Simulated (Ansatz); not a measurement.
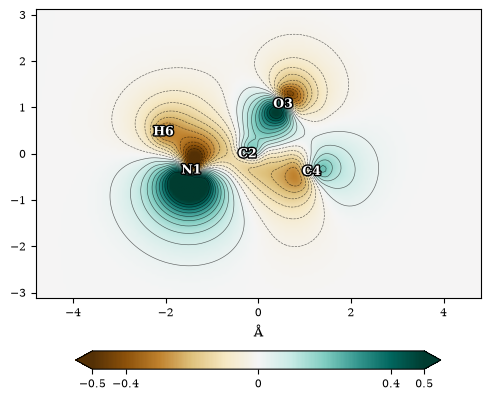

Figure 1: C2H4N2O (SMILES N=C1OC1N). The HOMO−1 on the plane of atoms C2, N1 and H6 (values in Å⁻³ᐟ²; the overall sign is arbitrary).

The calculation used Ansatz 0.2.0, RKS PBE0-D4/def2-SVP.

```xyz
9

N     0.7202    1.7641    0.1292
C     0.4158    0.6324   -0.3170
O    -0.2286    0.0448   -1.3106
C     0.4306   -0.7954   -0.1458
N    -0.3485   -1.4542    0.7615
H     0.3632    2.4952   -0.4935
H     1.2605   -1.3730   -0.5657
H    -0.6651   -2.3806    0.4986
H    -1.0568   -0.9055    1.2338
```

**Where does this orbital lie, and at what energy?**

Its weight (Hirshfeld) is mainly on N1 (about 55 %), O3 (about 20 %) and C2 (about 15 %); largely a combination of lone pairs on N1 and O3. Its energy is −7.76 eV.
